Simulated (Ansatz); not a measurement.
**NH+ (SMILES [NH+]) at 6 levels**

We compute a comparison of 6 runs (UHF/6-311G**, U-wB97X/3-21G, UB3LYP/3-21G, UBLYP/3-21G, UBLYP/6-311G**, UCCSDT(Q)/3-21G) of NH+. 

The results are computed with Ansatz 0.2.0.

8 further runs of the same task are left out: 2 that didn't finish, 6 set aside as unsound or not needed.

## (1) The molecule

The species is NH+ (2 atoms), meant as a doublet with charge +1. As SMILES, `[NH+]`. The H2–N1 distance was set to 2.732 Å, away from the relaxed value.

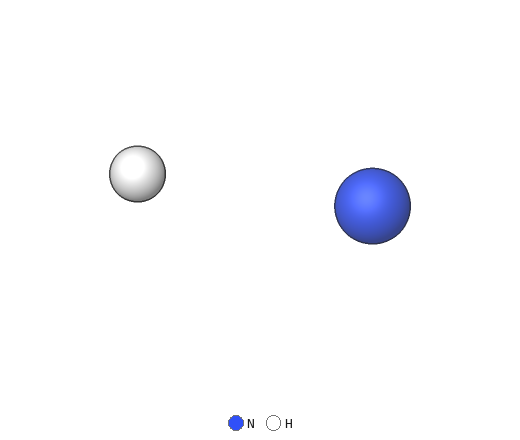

The structure, seen from a chosen angle (nitrogen blue, hydrogen white).

## (2) A single-point energy at UHF/6-311G(d,p) (run 1)

The input, molecule.yaml:

```yaml
crystal:
  periodic: [false, false, false]
  atoms:
    - {symbol: N, position_ang: [0.000000, 0.000000, -1.638950]}
    - {symbol: H, position_ang: [0.000000, 0.000000, 1.092650]}
basis:
  gaussian: {orbitals: 6-311G_st__st_.json}
total_charge: 1
magnetization: {spin_polarized: true, initial_magnetization: 1}
hamiltonian: {xc: hf}
accuracy: high
```

The basis set 6-311G** is read from a file made from the Basis Set Exchange's data (not shown).

Started as:

```bash
$ ansatz run molecule.yaml --threads 1 --pin off --max-ram 2610MiB --events-out events.jsonl --progress --plain --runs-dir runs
```

Output:

```text
Warning: RAYON_NUM_THREADS=1 ignored (pool sized by the plan → 1); use --threads N
Functional definition: HF
  name "HF"
  exchange = exact_x
  correlation = 0
331 factors; integrals over basis functions are off by at most 5.5e-9 eV
mean field evaluation 1: about -1476.2395 eV, gradient 1.4e1 eV
mean field evaluation 2: about -1476.2410 eV, gradient 1.4e1 eV
mean field evaluation 4: about -1477.7245 eV, gradient 2.1e0 eV
mean field evaluation 8: about -1477.5577 eV, gradient 8.0e-1 eV
mean field evaluation 16: about -1479.9894 eV, gradient 3.6e-3 eV
mean field evaluation 32: about -1480.0702 eV, gradient 3.6e-3 eV
mean field evaluation 64: about -1479.9884 eV, gradient 1.5e-1 eV
mean field evaluation 96: about -1479.1924 eV, gradient 8.0e-6 eV
mean field evaluation 128: about -1479.0707 eV, gradient 5.3e-1 eV
mean field evaluation 160: about -1477.5600 eV, gradient 3.8e-2 eV
mean field -1480.07019880 eV, -54.3915765784 hartree, gradient 3.0e-8 eV, S^2 1.758189; 6 other end points of the search recorded, 0 dependent functions left out
reference -1480.07019880 eV, -54.3915765784 hartree; 4, 3 occupied and 20, 21 virtual orbitals, 331 factors
Total energy: -1480.07019880 eV, -54.3915765784 hartree
```

Run time: 0.26 s. Hardware: 1 thread of Arm Neoverse V1, shared host.

## (3) The energy at U-wB97X/3-21G (run 2)

The input, job.yaml:

```yaml
crystal:
  periodic: [false, false, false]
  atoms:
    - {symbol: N, position_ang: [0.000000, 0.000000, -1.638950]}
    - {symbol: H, position_ang: [0.000000, 0.000000, 1.092650]}
basis:
  gaussian:
    orbitals: 3-21G.json
total_charge: 1
magnetization:
  spin_polarized: true
  initial_magnetization: 1
hamiltonian:
  xc: {name: wB97X}
accuracy: high
```

The basis set 3-21G is read from a file made from the Basis Set Exchange's data (not shown).

Started as:

```bash
$ ansatz run job.yaml --threads 1 --pin off --max-ram 2610MiB --events-out events.jsonl --progress --plain --runs-dir runs
```

Output:

```text
Warning: RAYON_NUM_THREADS=1 ignored (pool sized by the plan → 1); use --threads N
Functional definition: wB97X
  name "wB97X"
  parameter omega = 0.3/bohr
  parameter cx = 0.157706
  parameter cx1 = 0.726479
  parameter cx2 = 1.04760
  parameter cx3 = -5.70635
  parameter cx4 = 13.2794
  parameter css1 = -4.33879
  parameter css2 = 18.2308
  parameter css3 = -31.7430
  parameter css4 = 17.2901
  parameter cos1 = 2.37031
  parameter cos2 = -11.3995
  parameter cos3 = 6.58405
  parameter cos4 = -3.78132
  exchange = spin_sum(e_x_unif_sr(omega)*poly(b97_u_x, 1 - cx, cx1, cx2, cx3, cx4)) + cx*exact_x_sr(omega)
      + exact_x_lr(omega)
  correlation = spin_sum(e_c_pw_same_spin*poly(b97_u_same, 1, css1, css2, css3, css4))
      + integral(e_c_pw_opposite_spin*poly(b97_u_opposite, 1, cos1, cos2, cos3, cos4))
204 factors; integrals over basis functions are off by at most 3.1e-9 eV
82 factors; integrals over basis functions are off by at most 1.7e-9 eV
mean field evaluation 1: about -1472.9252 eV, gradient 2.1e1 eV
mean field evaluation 2: about -1468.2292 eV, gradient 3.2e1 eV
mean field evaluation 4: about -1476.1070 eV, gradient 2.6e0 eV
mean field evaluation 8: about -1475.5476 eV, gradient 7.6e0 eV
mean field evaluation 16: about -1476.9087 eV, gradient 2.6e-2 eV
mean field evaluation 32: about -1477.4125 eV, gradient 1.1e-7 eV
mean field evaluation 64: about -1476.9087 eV, gradient 4.4e-8 eV
mean field evaluation 96: about -1477.3847 eV, gradient 1.2e-1 eV
mean field -1477.41253559 eV, -54.2939092568 hartree, gradient 1.0e-8 eV, S^2 1.752674; 5 other end points of the search recorded, 0 dependent functions left out
reference -1477.41253578 eV, -54.2939092637 hartree; 4, 3 occupied and 7, 8 virtual orbitals, 204 factors
Total energy: -1477.41253578 eV, -54.2939092637 hartree
```

Wall time 11 s (1 thread of Arm Neoverse V1, shared host); peak memory 0.16 GiB.

Runs 3 to 5 aren't shown in full; the table further down has their settings and results.

## (4) The energy at UCCSDT(Q)/3-21G (run 6)

The input, input.yaml:

```yaml
crystal:
  periodic: [false, false, false]
  atoms:
    - {symbol: N, position_ang: [0.000000, 0.000000, -1.638950]}
    - {symbol: H, position_ang: [0.000000, 0.000000, 1.092650]}
basis:
  gaussian: {orbitals: 3-21G.json}
total_charge: 1
magnetization: {spin_polarized: true, initial_magnetization: 1}
correlation: {method: ccsdt_q, frozen_orbitals: {H: 0, "N": 1}}
accuracy: high
scf: {omitted_lower_state_checks: [cluster_reference, increment]}
```

The basis set 3-21G is read from a file made from the Basis Set Exchange's data (not shown).

Started as:

```bash
$ ansatz run input.yaml --threads 1 --pin off --max-ram 2610MiB --events-out events.jsonl --progress --plain --runs-dir runs
```

Output:

```text
Warning: RAYON_NUM_THREADS=1 ignored (pool sized by the plan → 1); use --threads N
[... 19 lines left out ...]
1 core orbitals not correlated: weight in the atoms' cores, before any rotation towards them, 1.000 or more for the frozen orbitals, at most 0.000 for the correlated occupied ones
[... 153 lines left out ...]
Total energy: -1472.97586460 eV, -54.1308646053 hartree
Checks for a lower state left out: cluster_reference, increment
```

Wall time 1.5 s (1 thread of Arm Neoverse V1, shared host).

## (5) All runs side by side

```csv
run,level,frozen core orbitals,energy (Eh),⟨S²⟩,wall time
1,UHF/6-311G**,–,-54.391577,1.758,0.26 s
2,U-wB97X/3-21G,–,-54.293909,1.753,11 s
3,UB3LYP/3-21G,–,-54.326676,1.751,1.9 s
4,UBLYP/3-21G,–,-54.326948,1.750,2.2 s
5,UBLYP/6-311G**,–,-54.630057,1.753,4.2 s
6,UCCSDT(Q)/3-21G,1,-54.130865,1.752,1.5 s
```

## (6) Summary of results

| quantity | value |
| --- | --- |
| run 6: total energy | -54.13086 Eh |
| run 6: correlation energy (1 core orbital frozen) | -38.0 mEh |
| run 6: ⟨S²⟩ of the reference determinant | 1.752 |
| run 6: T1 diagnostic | 0.011 |

What this shows: Totals of different functionals can't be ranked against each other. Spin contamination of the reference: run 1 ⟨S²⟩ = 1.76, run 5 ⟨S²⟩ = 1.75, run 2 ⟨S²⟩ = 1.75, run 6 ⟨S²⟩ = 1.75, run 3 ⟨S²⟩ = 1.75, run 4 ⟨S²⟩ = 1.75. Where it is this large, the reference is a mixture of spin states, and values that rest on it are in doubt. All runs together took 21 s, the longest 11 s.
